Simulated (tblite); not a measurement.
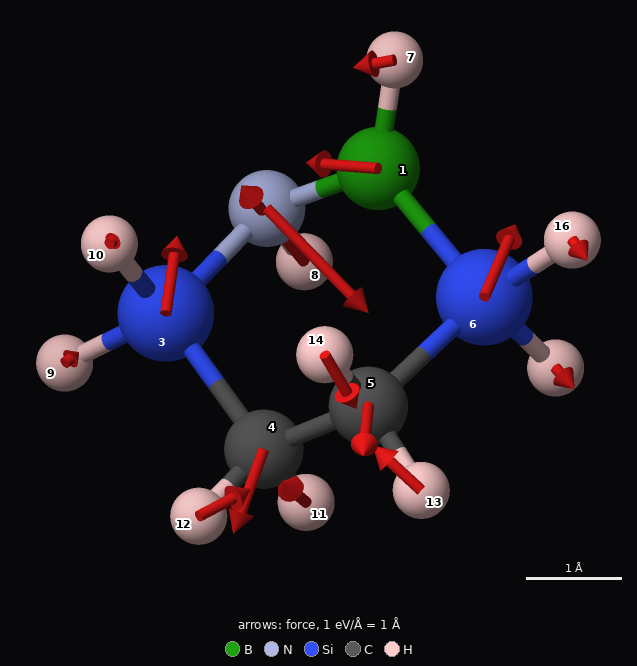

Starting geometry of C₂H₁₀BNSi₂ with the computed forces as red arrows. The picture is a ball-and-stick view, seen at a tilt.

Method: GFN2-xTB geometry optimisation, gas phase (tblite 0.8.0). 

> Is this structure relaxed? If not, where do the atoms go?

It isn't relaxed: the largest force vector, on the N atom, is 1.57 eV/Å. The final displacements have little in common with the starting forces (cosine between the two patterns 0.18). After 79 geometry steps the energy has fallen by 47.2 kJ/mol. The largest move after the best rigid fit is that of an H atom, 0.92 Å. By element the largest moves are H 0.92 Å, Si 0.24 Å, B 0.18 Å, N 0.16 Å, C 0.15 Å. Some distances before and after: B–N 1.512 → 1.431 Å, C–Si 1.875 → 1.940 Å, N–Si 1.793 → 1.746 Å, H–N 1.060 → 1.014 Å. Among the angles between lasting bonds that change: B–Si–H 111.6° → 123.8°, B–Si–C 104.5° → 92.6°, B–Si–H 109.3° → 119.8°. Groups turn about B–N by about 30°. The run took 0.88 s on 1 thread of Arm Neoverse N1 (shared host).
